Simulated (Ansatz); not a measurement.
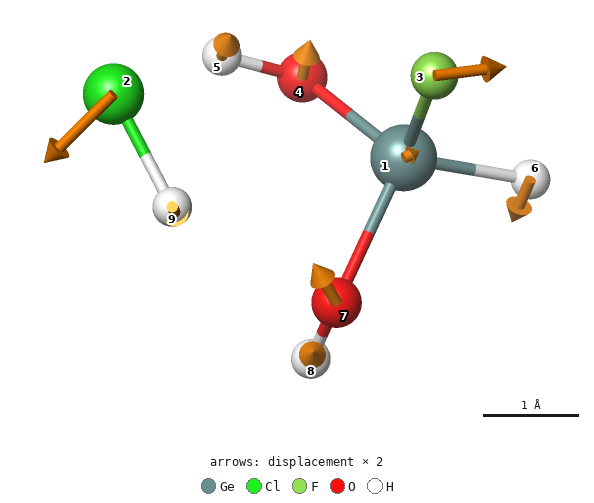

A relaxation of GeH₄O₂ClF. The starting structure is drawn; orange arrows show the displacements, 2 times their true length. The two geometries are superimposed by the best rigid fit.

The picture is a ball-and-stick view, seen at a tilt.

The run prepares an end point of a later path (reaction) calculation, from a guessed geometry.

Level of theory: Ansatz, RKS BLYP/def2-SVP. Settings: no spin polarisation; force threshold 0.03 eV/Å; at most 50 steps.

> What happened in the run?

Cl2 moves most after the best rigid fit: 0.54 Å. By element the largest moves are Cl 0.54 Å, F 0.41 Å, H 0.34 Å, O 0.30 Å, Ge 0.10 Å. Among the contacts that change: Ge1–Cl2 3.434 → 3.743 Å, Ge1–O7 1.790 → 1.827 Å, Cl2–H9 1.343 → 1.335 Å, Ge1–O4 1.781 → 1.773 Å. Among the angles between lasting bonds that change: F3–Ge1–O4 115.1° → 110.9°, O4–Ge1–H6 106.3° → 109.9°, O4–Ge1–O7 113.0° → 110.3°. Groups turn about Ge1–O7 by about 25°. The energy falls by 16.1 kJ/mol in 8 accepted moves (9 points after the start). Largest force component: 0.8 eV/Å at the start, 0.017 eV/Å at the end. The line search rejected the trial step at point 7 of the run. The run took 14 s on 4 threads of Arm Neoverse V1, with other jobs on the host, peak memory 0.16 GiB.

Limits of the set-up: the start holds two separate molecules, 2.2 Å apart at their closest, whose relative position is a soft coordinate and is computed without a dispersion correction.
